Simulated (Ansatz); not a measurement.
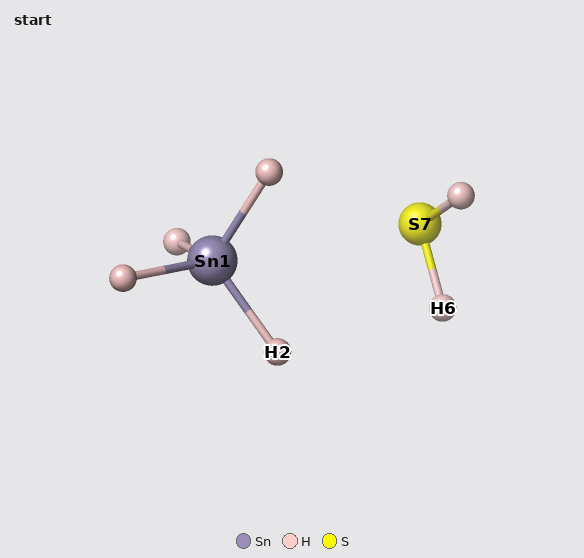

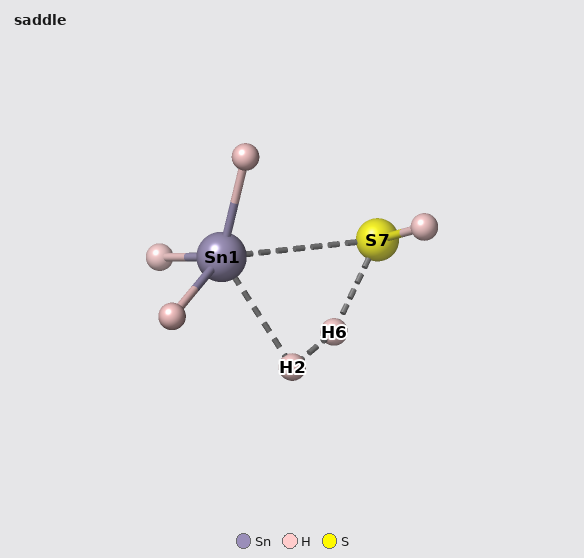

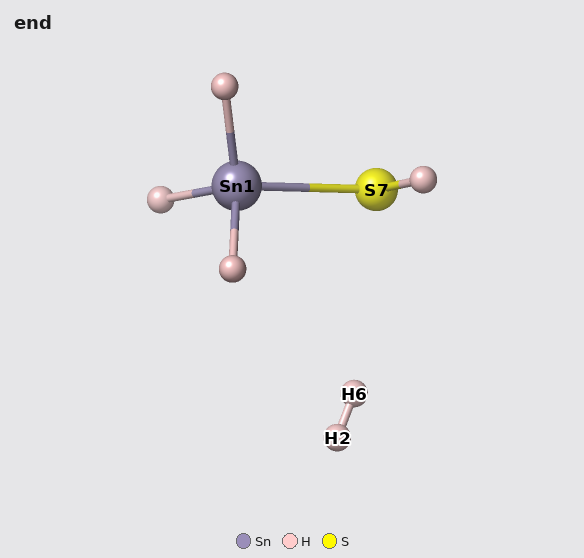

A saddle point and the two end points reached downhill from it. Broken sticks mark bonds that form or break. Charge 0, singlet. Geometries: PBE0-D4/def2-TZVP; all other levels are single points on them, and energies count from the start as drawn. Program: Ansatz 0.2.0, core potentials on Sn. In CBS estimates cores are frozen, and CCSD(T) − MP2 is taken in the smaller basis.

Q: Which bonds form and which break from start to end?

A: Formed: Sn1–S7, H2–H6; broken: Sn1–H2, H6–S7. At the saddle point Sn1···S7 is 2.80 Å, H2···H6 is 0.99 Å, Sn1···H2 is 2.00 Å, H6···S7 is 1.70 Å.

Give the electronic barrier and the reaction energy from start to end in eV (no zero-point energy) with CCSD(T)/CBS (MP2 limit from def2-TZVPP and def2-QZVPP plus CCSD(T) − MP2); BLYP-D4/def2-TZVPP.

```
                                                                    level  barrier  reaction energy
CCSD(T)/CBS (MP2 limit from def2-TZVPP and def2-QZVPP plus CCSD(T) − MP2)    1.856           −0.404
                                                       BLYP-D4/def2-TZVPP    1.603           −0.381
```
